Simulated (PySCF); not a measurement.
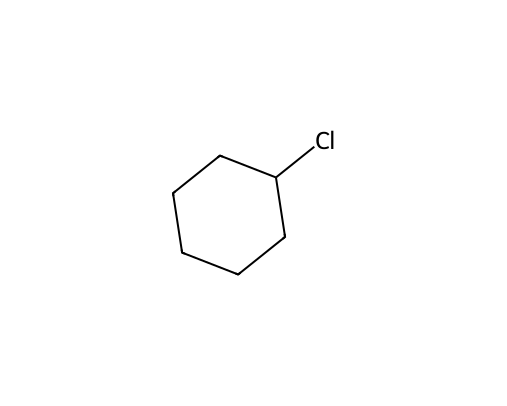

A structural formula.

Transcribe the drawing into SMILES.

ClC1CCCCC1

Give the formula, hydrogens included.

C6H11Cl.

An optimisation with PBE0-D3(BJ)/def2-SVP gave a structure of which point group?

Cs.

The parts below concern this one geometry. Atoms keep their numbers from picture to picture. The computed structure is the end point of a PBE0-D3(BJ)/def2-SVP optimisation. No frequency run is at hand to confirm it as a minimum.

NMR shielding

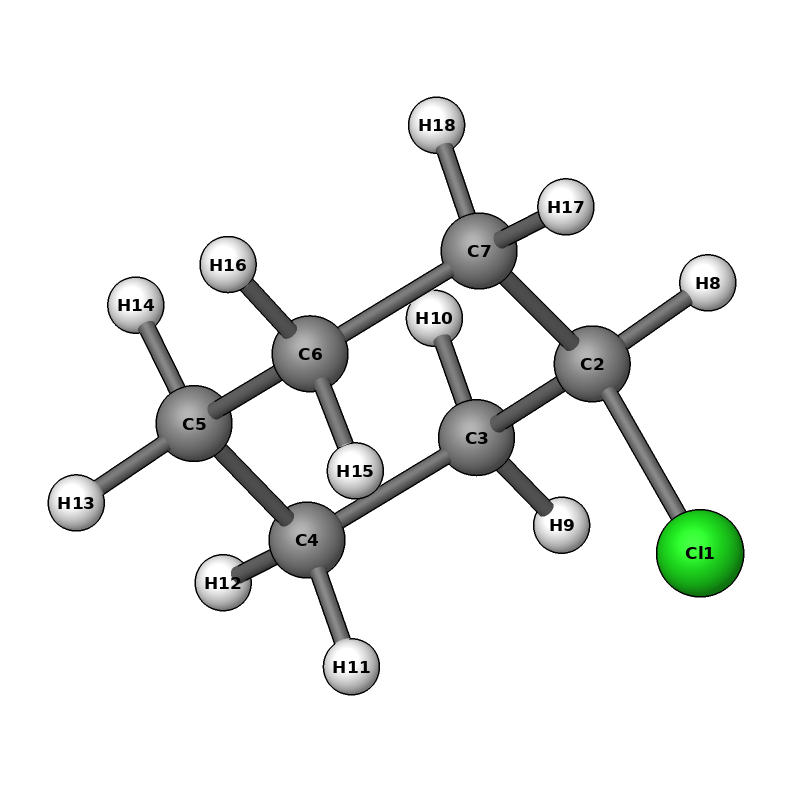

The questions are on isotropic NMR shieldings of the C atoms. No frequency run is at hand to confirm it as a minimum. Properties computed with GIAO PBE0/pcSseg-1 NMR shielding, non-relativistic, gas phase (PySCF 2.14.0).

Which C atom is the most shielded (lowest chemical shift)?

C4, C6 (162.8 to 162.9 ppm).

Which C atom is the least shielded (highest chemical shift)?

C2 (119.8 ppm).

How wide is the range of C shifts?

43.1 ppm.

Give the isotropic NMR shieldings of the C atoms atom by atom.

| atom | σ (ppm) |
| --- | --- |
| C2 | 119.8 |
| C3 | 148.2 |
| C4 | 162.8 |
| C5 | 156.6 |
| C6 | 162.9 |
| C7 | 148.2 |

Electronic properties

No frequency run is at hand to confirm it as a minimum. Level of theory: PBE0/pcSseg-1, gas phase (PySCF 2.14.0).

Predict the main results.

- dipole moment: 2.19 D
- HOMO energy (Kohn–Sham orbital): −8.13 eV
- LUMO energy (Kohn–Sham orbital): 0.99 eV
- HOMO–LUMO gap: 9.11 eV

Charges

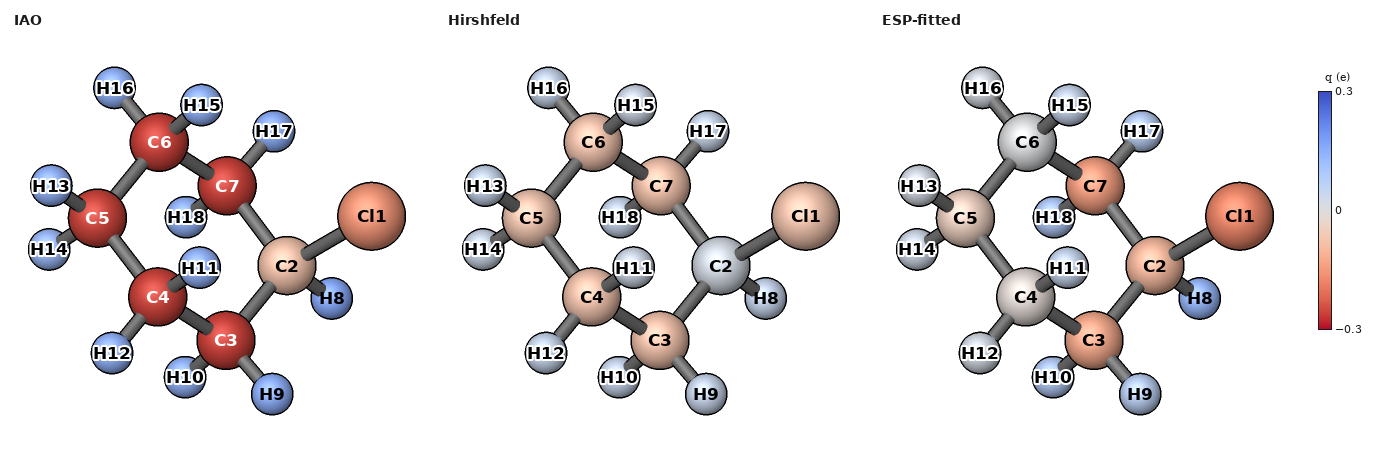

Atomic charges of one calculation by 3 schemes, on one colour scale. No frequency run is at hand to confirm it as a minimum. Level of theory: PBE0/pcSseg-1 (PySCF 2.14.0).

Which scheme gives the most polar picture (largest mean size of the charges)?

The IAO charges are the largest in size here, and the Hirshfeld charges the smallest.

On which atom do the schemes disagree most?

On C6 (from −0.26 to 0.00 e).

List the charges (e), one line for each set of equivalent atoms.

```
    atom    IAO  Hirshfeld  ESP-fitted
     Cl1  −0.15      −0.07       −0.17
      C2  −0.07       0.02       −0.10
  C3, C7  −0.26      −0.07       −0.12
  C4, C6  −0.26      −0.07       −0.01
      C5  −0.25      −0.07       −0.04
      H8   0.16       0.04        0.13
 H9, H17   0.14       0.04        0.06
H10, H18   0.13       0.04        0.08
H11, H15   0.14       0.03        0.04
H12, H16   0.13       0.04        0.02
     H13   0.14       0.04        0.02
     H14   0.12       0.03        0.03
```
